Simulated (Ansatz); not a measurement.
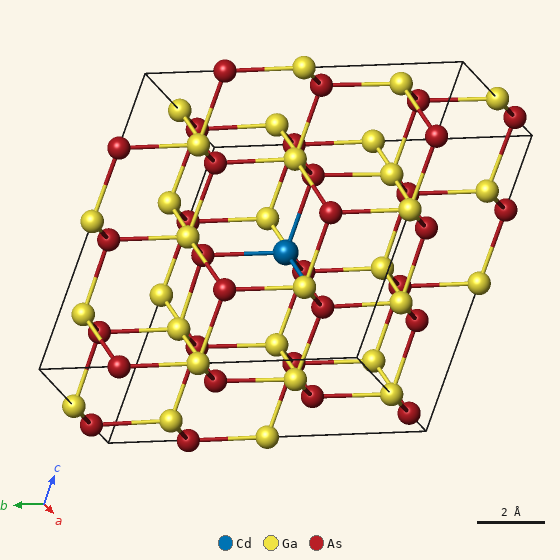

A ball-and-stick rendering, viewed from a general direction. The supercell is drawn as a box. The host is GaAs, in a cell of 32 sites, and the cell is neutral.

Question: Identify the point defect.

Answer: Cadmium on a gallium site (a substitutional impurity). It is bonded to four As in a tetrahedral arrangement at about 2.5 Å.

Level of theory and settings: DFT LDA, scalar-relativistic, plane waves, PAW (Ansatz 0.2.0), an energy cutoff of 420 eV, a 3×3×3 k-point grid, Gaussian smearing of 0.02 eV, collinear spins.

Question: Is the defect spin-polarised?

Answer: No net moment.

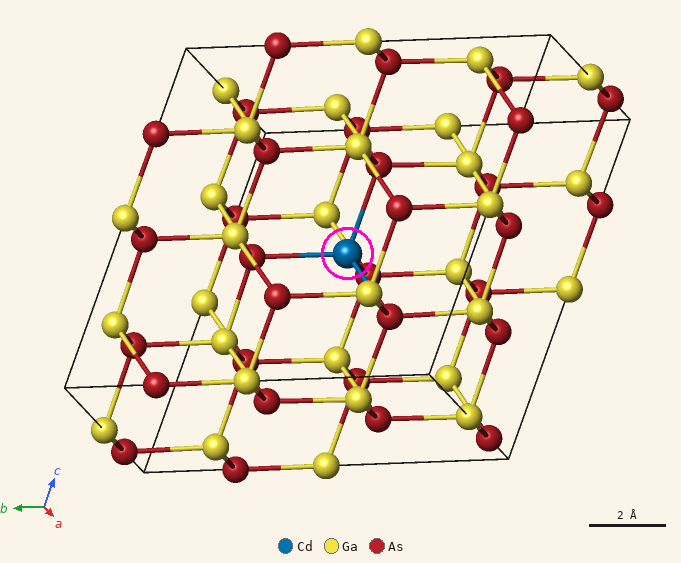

The same cell with a ring at the defect's site.

The atoms were relaxed in the host's cell with DFT LDA, scalar-relativistic, plane waves, PAW (Ansatz 0.2.0).
